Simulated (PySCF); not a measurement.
**Run report: C$_{3}$H$_{4}$ClOSi, EPR calculation**

The run: EPR calculation of C$_{3}$H$_{4}$ClOSi, multiplicity 2, SMILES C=C(Cl)C(=O)[SiH2]. Method and program: UKS B3LYP, pcH-1 on C Cl H O Si, non-relativistic, mean-field spin-orbit, GIAO (PySCF 2.14.0).

It belongs to a series of runs on one base structure; here: H removed from Si.

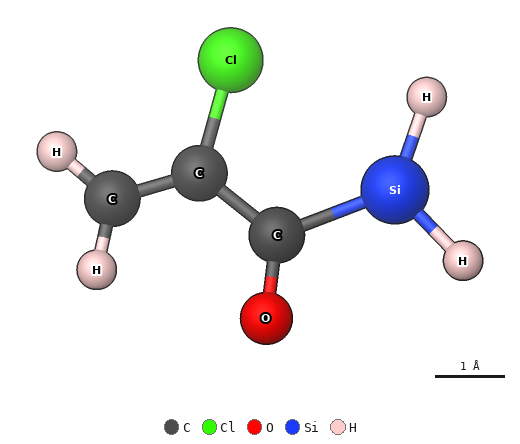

Figure 1. The input geometry (ball-and-stick view, seen at a tilt).

Key numbers

- outcome: converged
- total energy: −941.574608 hartree
- ⟨S²⟩: 0.760
- isotropic g: 2.0044
- hardware: 1 CPU thread, shared host
- wall time: 54 s
- peak memory: 0.7 GiB

Input file
```
{"job": {"kind": "epr", "basis": "pcH-1"}, "charge": 0, "multiplicity": 2}
C     -2.043774    -0.144186    -0.332194
C     -0.800838     0.257150    -0.073660
Cl    -0.480360     1.783174     0.683820
C      0.405934    -0.510029    -0.384918
O      0.354229    -1.623854    -0.928053
Si     2.078607     0.177636     0.033991
H     -2.186289    -1.100807    -0.803352
H     -2.911326     0.443092    -0.092090
H      3.160727    -0.715524    -0.341331
H      2.431975     1.438003     0.656734
```

The first line tells a small driver script what to run in PySCF; the rest is the geometry in Å.

Launched with:
```bash
OMP_NUM_THREADS=1 python <driver script> task.json out
```

Output
```
UKS, coarse grid
  cycle   1  E = -941.37679892  |g| = 6.66e-01
  cycle   2  E = -938.81872118  |g| = 2.11e+00
  cycle   3  E = -941.54355095  |g| = 2.14e-01
  cycle   4  E = -941.54687415  |g| = 2.33e-01
  cycle   5  E = -941.57273217  |g| = 5.40e-02
  cycle   6  E = -941.57417289  |g| = 2.26e-02
  cycle   7  E = -941.57447155  |g| = 1.02e-02
  cycle   8  E = -941.57456118  |g| = 5.23e-03
  cycle   9  E = -941.57458547  |g| = 1.76e-03
  cycle  10  E = -941.57459238  |g| = 9.49e-04
UKS, final grid
  cycle   1  E = -941.57460534  |g| = 7.82e-04
  cycle   2  E = -941.57460648  |g| = 7.86e-04
  cycle   3  E = -941.57460702  |g| = 3.75e-04
  cycle   4  E = -941.57460761  |g| = 3.51e-04
  cycle   5  E = -941.57460778  |g| = 1.69e-04
  cycle   6  E = -941.57460780  |g| = 2.85e-05
  cycle   7  E = -941.57460780  |g| = 1.73e-05
E = -941.57460780 Eh   <S^2> = 0.7599 (exact 0.7500)
g shifts (ppm)      1          2          3
  rmc          -165       -165       -165
  gc            -10         37         36
  oz_so         -33       2570       4089
  total        -208       2442       3960
hyperfine (MHz)  atom isotope    a_iso     a_fc   dipolar eigenvalues
    0   13C       0.12       0.10     -0.88     -0.16      1.04
    1   13C      -5.90      -5.90     -0.33     -0.28      0.62
    2  35Cl       0.99       0.98     -1.89     -1.53      3.41
    3   13C     -28.98     -28.94     -2.44     -1.39      3.84
    4   17O     -16.46     -16.38    -74.37     36.10     38.27
    5  29Si    -122.24    -123.32   -165.04     82.22     82.81
    6    1H      -0.64      -0.64     -1.17     -0.92      2.08
    7    1H      -1.04      -1.04     -0.79     -0.54      1.33
    8    1H     -40.39     -40.41     -9.95      2.90      7.05
    9    1H     -40.76     -40.78    -10.75      3.13      7.62
```

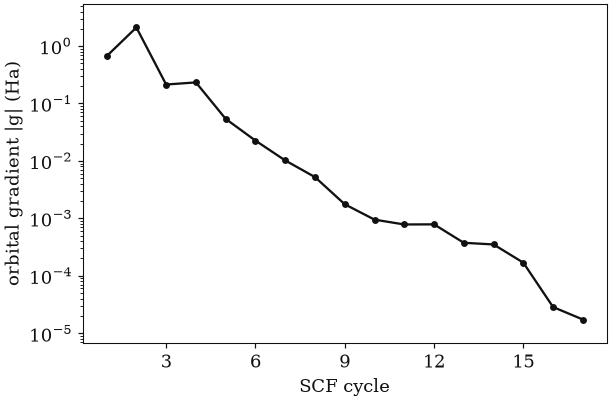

Figure 2. Convergence of the self-consistent field: orbital gradient |g| against the SCF cycle. All cycles printed in the log are drawn one after another.

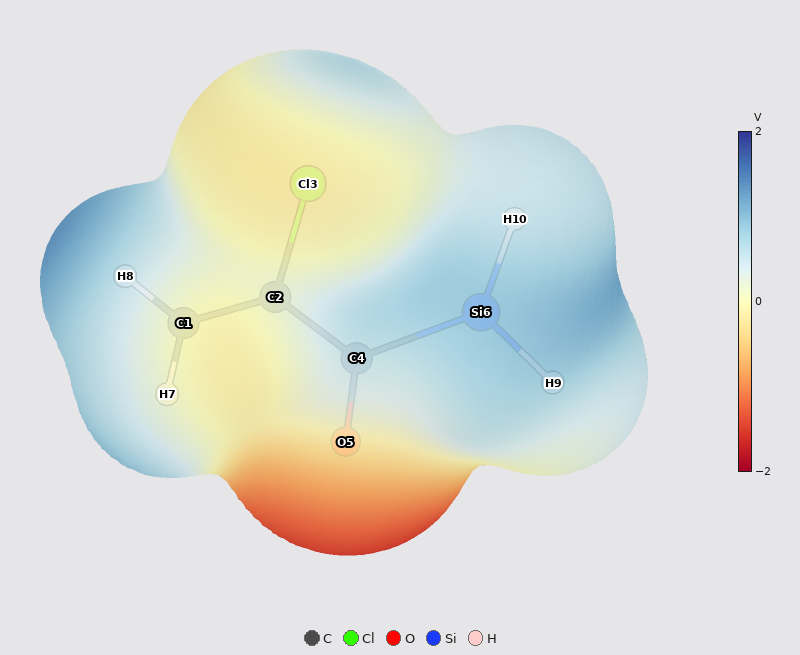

Figure 3. The electrostatic potential painted on the density surface at 0.002 e/bohr³, seen at a tilt; red is negative and blue positive.

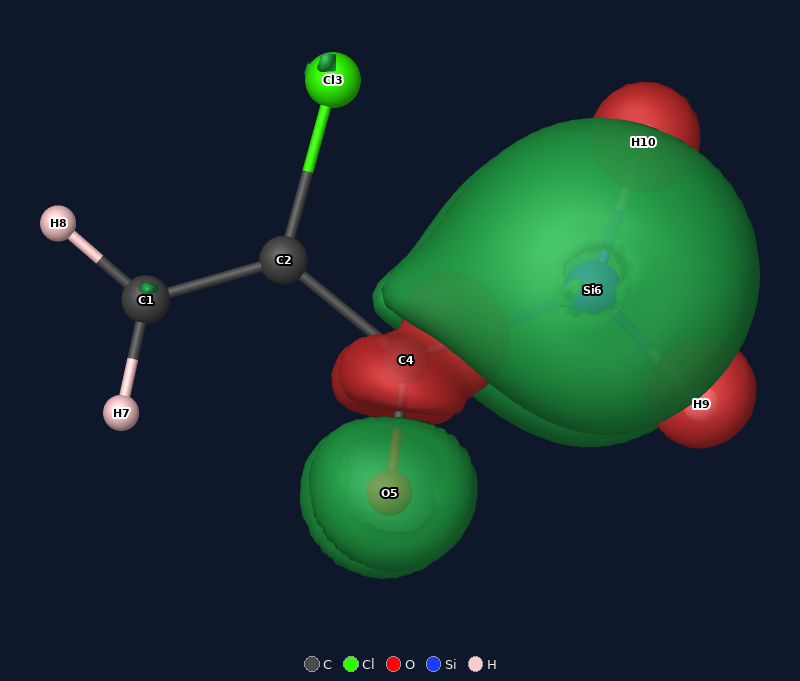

Figure 4. Isosurfaces of the spin density at +0.008 (green) and −0.008 e/Å³ (red), seen at a tilt. The unpaired spin (1 electron) lies mostly on Si6 (about 0.7) and O5 (about 0.2), in electrons by Hirshfeld's partition.
